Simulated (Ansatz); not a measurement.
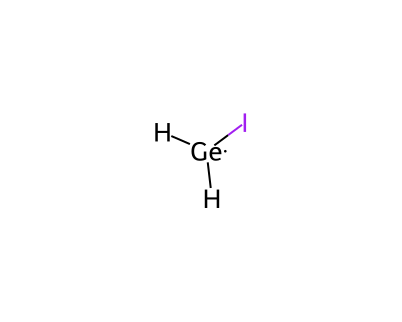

(Drawn from a calculation with Ansatz.)

2D structure. State: neutral, doublet.

Q: Give its SMILES.

A: [GeH2][I]

Q: Give the formula, hydrogens included.

A: GeH2I.
